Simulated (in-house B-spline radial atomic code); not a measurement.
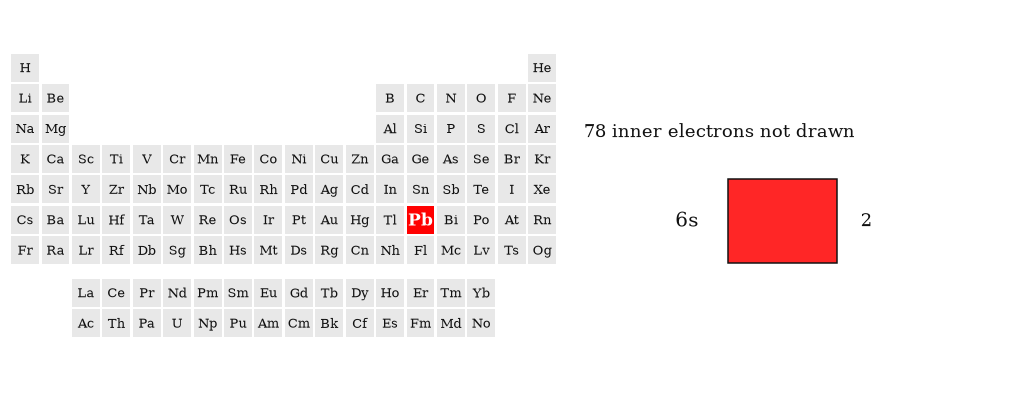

Fig. 1: Left, the place of lead in the periodic table; right, the outer shells as the input fills them: a box for each of the 2l + 1 orbitals, shaded by the share of the shell that is filled, with the electron count at the right.

**RPA and GW calculation, with input and output: Pb²⁺**

System: Pb²⁺, configuration [Xe] 4f14 5d10 6s2, inside a hard wall of radius 3.5 bohr.
Method: RPA, second-order and SOSEX correlation energies and G0W0 (contour deformation) on a scalar-relativistic (spin-free one-electron X2C) mean field, all electrons, B-spline basis (in-house B-spline radial atomic code).

## Input file
```
Z = 82
electrons = 80.0
configuration = [Xe] 4f14 5d10 6s2
hamiltonian = x2c
method = pbe,pbe
lmax = 9
wall_radius = 3.5
rms_radius = 5.5012
spin_polarised = False
box_radius = 3.5
intervals = 62
```

Launched within a batch (the task file carries these settings):
```bash
python <driver script> task.json out
```

The program writes its results to a structured record and prints no log; tables and figures of this report are taken from that record.

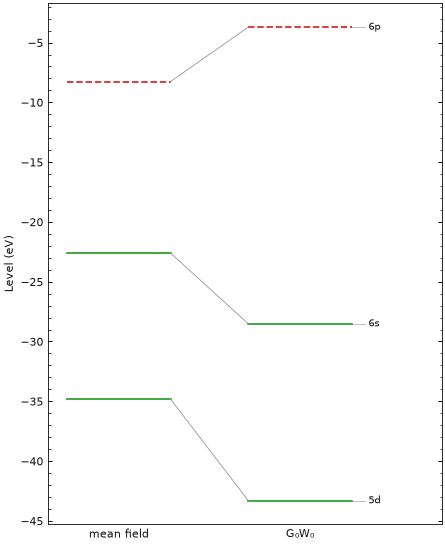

Fig. 2: Mean-field and G₀W₀ levels (solid occupied, dashed empty) for Pb²⁺ ([Xe] 4f¹⁴ 5d¹⁰ 6s²). All-electron spherical atom, scalar X2C, PBE start, no spin-orbit coupling, Breit or QED terms; computed with a B-spline radial code, inside a hard wall of radius 3.5 bohr. The quasi-particle equation is solved at full frequency; levels of low quasi-particle weight Z are left out. Σ columns are in eV, and Σc holds an estimate for the angular momenta beyond the basis. G₀W₀ moves the highest occupied level, 6s, from −22.61 to −28.52 eV (renormalisation factor Z = 0.96). The empty level 6p goes from −8.26 to −3.71 eV.

```tsv
Level	Mean field (eV)	Σx − vxc (eV)	Σc (eV)	Z	G₀W₀ (eV)
6p	−8.26	6.35	−1.80	0.96	−3.71
6s	−22.61	−3.24	−2.66	0.96	−28.52
5d	−34.83	−8.33	−0.14	0.95	−43.30
```

## Results in brief

```
                                                                   quantity                                                                 value
                                                                    outcome                                                             converged
                                                    mean-field total energy                                                  −20885.21511 hartree
                                     total energy with exact exchange alone                                                  −20879.04793 hartree
                                                      exact exchange energy                                                    −388.74737 hartree
RPA correlation, extrapolated in the angular momentum of the empty orbitals                                                      −7.30576 hartree
                                                 RPA correlation, as summed                                                      −7.10730 hartree
                                                   direct second-order term                                                      −8.40707 hartree
                                                 second-order exchange term                                                       2.07573 hartree
                                                                 SOSEX term                                                       1.93667 hartree
                                                                   hardware  1 thread of Arm Neoverse N1, 90 GiB of memory available, shared host
                                                                  wall time                                                                 7.1 s
```

## Notes

Caveats: spin-orbit coupling, Breit and QED terms are absent.
